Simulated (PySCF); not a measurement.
## Electronic structure of C2H2F2O2 in real space

```
atom    x (Å)    y (Å)    z (Å)
   O   0.4054  -1.3473  -1.0162
   C   0.4081  -0.4045  -0.2868
   O   1.4955   0.2066   0.1862
   C  -0.8474   0.2809   0.2638
   F  -1.9330  -0.4040  -0.1093
   F  -0.9226   1.5294  -0.2531
   H   2.2685  -0.2369  -0.1922
   H  -0.8207   0.3569   1.3558
```

Geometry: PBE0-D3(BJ)/def2-TZVP.

Computed with PySCF 2.14.0, PBE0/pcSseg-2, SCF density, gas phase, non-relativistic.

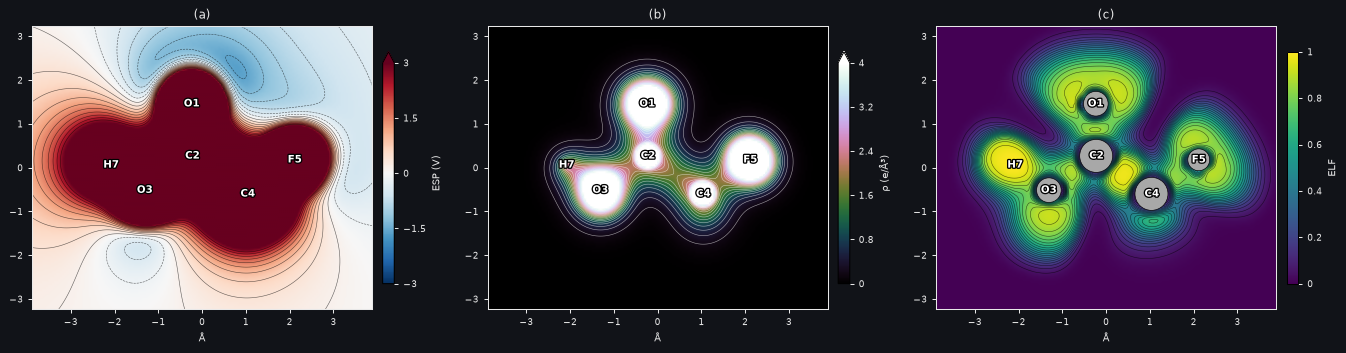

Figure 1. (a) electrostatic potential; (b) total electron density; (c) electron localisation function on the plane of atoms O3, C2 and C4. Grey discs cover the atomic cores in the ELF map.

Interpret the plot.

- The section cuts through O, C, F and H sites.
- C–O (1.19 Å): ρ is about 3.5 e/Å³ halfway; the ELF peaks at about 0.85 between the atoms (a multiple bond).
- C–F (1.34 Å): ρ is about 2.4 e/Å³ halfway; the ELF peaks at about 0.85 between the atoms: a polar covalent bond.
- C–C (1.53 Å): the density is about 1.8 e/Å³ at the midpoint; the ELF peaks at about 1 between the atoms, as expected for a shared electron pair.
- O–H (0.97 Å): the density is about 3.8 e/Å³ at the midpoint; the ELF climbs to about 1 towards the hydrogen, as it does in any bond to H: a covalent bond by its length.
- C–O (1.33 Å): ρ at the midpoint is about 2.5 e/Å³; the ELF peaks at about 0.90 between the atoms, as expected for a polar covalent bond.
- The ELF also peaks beside O3, F5 and O1, away from the bonds: lone-pair regions.
- Outside the dense part of the molecule the potential is most negative (−1.6 V) near O1.

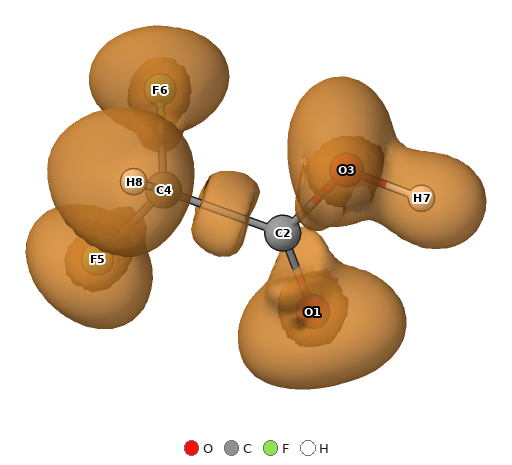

Figure 2. Isosurface of the ELF at 0.75 (orange), seen at a tilt. Core shells and regions of very low density are left out.

Where are the electrons localised?

At this value the surface marks out one region between bonded C–C atoms (shared pairs), one region around a hydrogen nucleus, two regions on F in which the atom's valence shell and bonds are merged, one region on O in which the atom's valence shell and bonds are merged and one joined region spread over several atoms (H, O), in which their bonds and any lone pairs are merged.

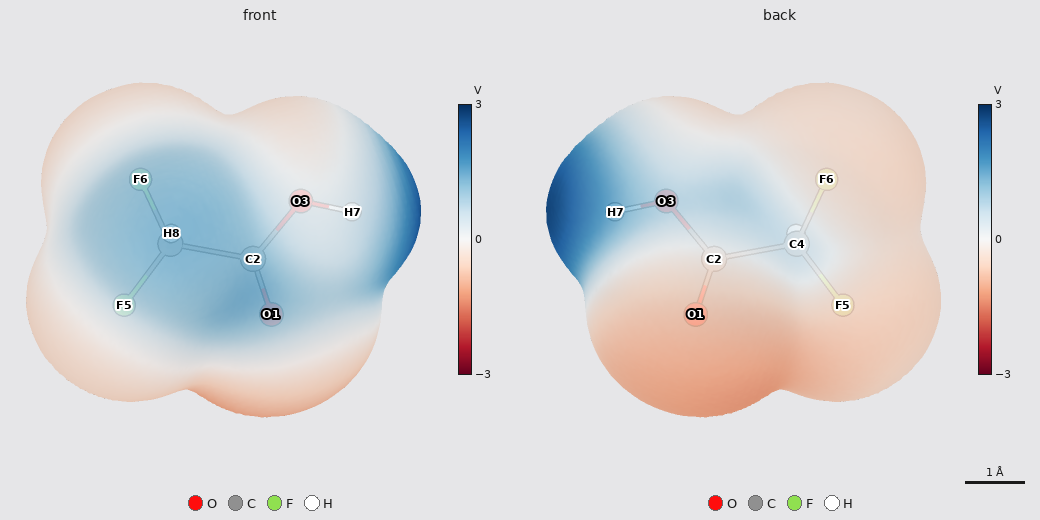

Figure 3. The electrostatic potential painted on the density surface at 0.001 e/bohr³, seen from the front and from behind; the colour scale runs from red (negative) to blue (positive).

Describe the electrostatic potential map.

The most negative region (about −1.3 V) lies over O1, the most positive (about +2.7 V) over H7. O1 is the likeliest acceptor of a hydrogen bond.

How polar is the molecule by this calculation?

Its dipole moment is 2.78 D.
